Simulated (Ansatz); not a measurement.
## Electronic structure of CH7NO2Zr in real space

```yaml
atoms:
  - { symbol: C, position_ang: [-1.3674, -0.0412, 1.1641] }
  - { symbol: Zr, position_ang: [0.2340, -0.2125, -0.3924] }
  - { symbol: N, position_ang: [1.4731, 1.3728, -0.0777] }
  - { symbol: O, position_ang: [1.1560, -1.8552, 0.0113] }
  - { symbol: O, position_ang: [-0.6791, -0.0069, -2.0762] }
  - { symbol: H, position_ang: [-1.9216, 0.8990, 1.0680] }
  - { symbol: H, position_ang: [-2.0901, -0.8618, 1.0774] }
  - { symbol: H, position_ang: [-0.9479, -0.0751, 2.1756] }
  - { symbol: H, position_ang: [1.3957, 2.2784, -0.5202] }
  - { symbol: H, position_ang: [2.3003, 1.3686, 0.5033] }
  - { symbol: H, position_ang: [1.5164, -2.7363, 0.0024] }
  - { symbol: H, position_ang: [-1.0696, -0.1297, -2.9356] }
```

Geometry: PBE0-D4/def2-TZVP; core potentials replace the inner electrons of Zr.

All numbers below come from RKS PBE0-D4/def2-TZVPP in Ansatz.

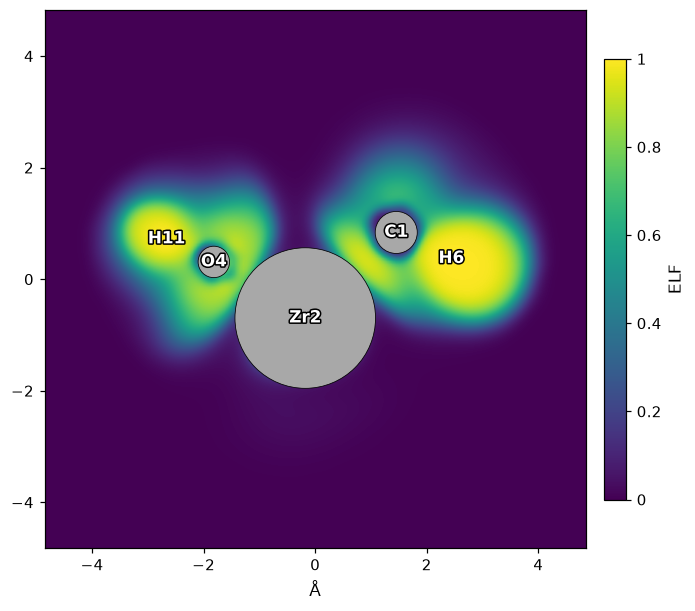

Figure 1. ELF on the plane of atoms Zr2, C1 and H6. Grey discs cover the atomic cores.

### Read the bonding off the picture.

Atoms in the plane: C, Zr, O and H. Zr–O (1.93 Å): the ELF peaks at about 0.80 in the valence shell of O, 0.6 Å from its nucleus, and drops to about 0.20 between the two atoms. C–Zr (2.24 Å): the ELF peaks at about 0.95 in the valence shell of C, 0.7 Å from its nucleus, and is about 0.50 at the midpoint. O–H (0.95 Å): the ELF climbs to about 1 towards the hydrogen, as it does in any bond to H; an ordinary covalent bond to hydrogen. C–H (1.10 Å): the ELF climbs to about 1 towards the hydrogen: a covalent bond by its length.

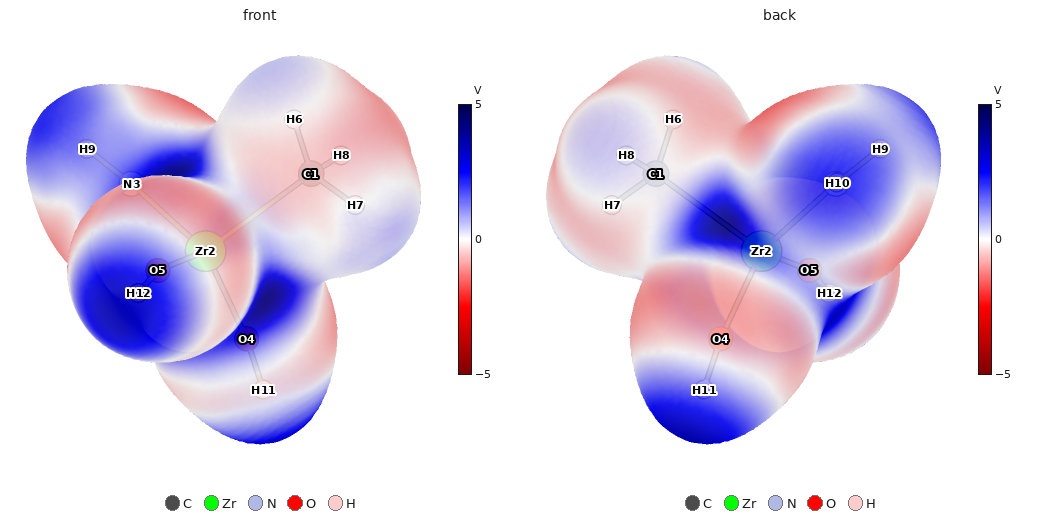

Figure 2. The molecular electrostatic potential painted on the density surface at 0.004 e/bohr³, seen from the front and from behind; the colour scale runs from red (negative) to blue (positive).

### Where is the surface potential most negative and most positive?

The most negative region (about −1.3 V) lies over N3, the most positive (about +4.0 V) over Zr2. N3 is the likeliest acceptor of a hydrogen bond.

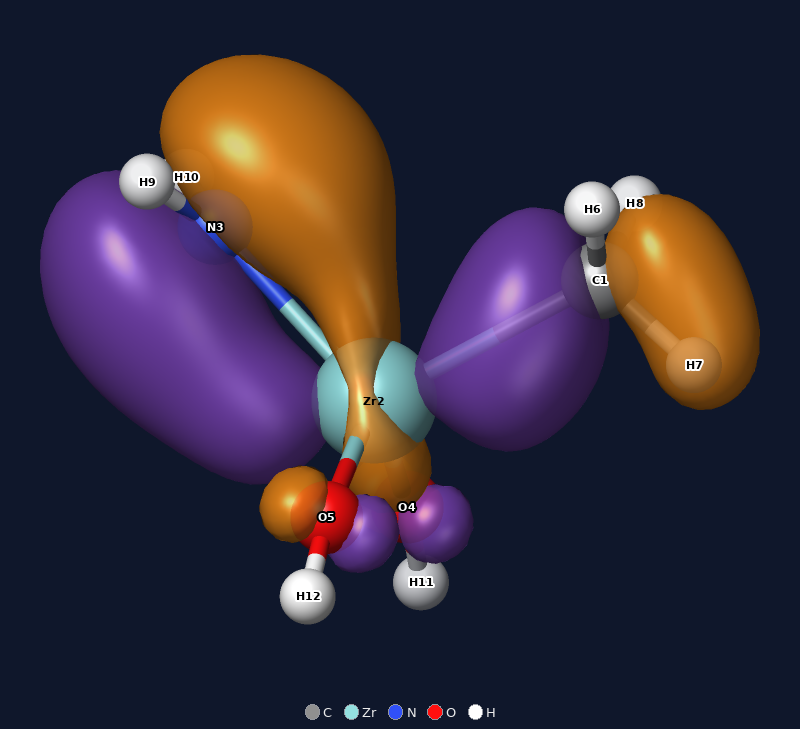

Figure 3. The HOMO−1 at ±0.1 Å⁻³ᐟ² (orange and purple are the two phases), seen at a tilt.

### Where does this orbital lie, and at what energy?

It lies mainly on N3 (about 55 %), Zr2 (about 20 %) and C1 (about 10 %). Its energy is −7.28 eV.
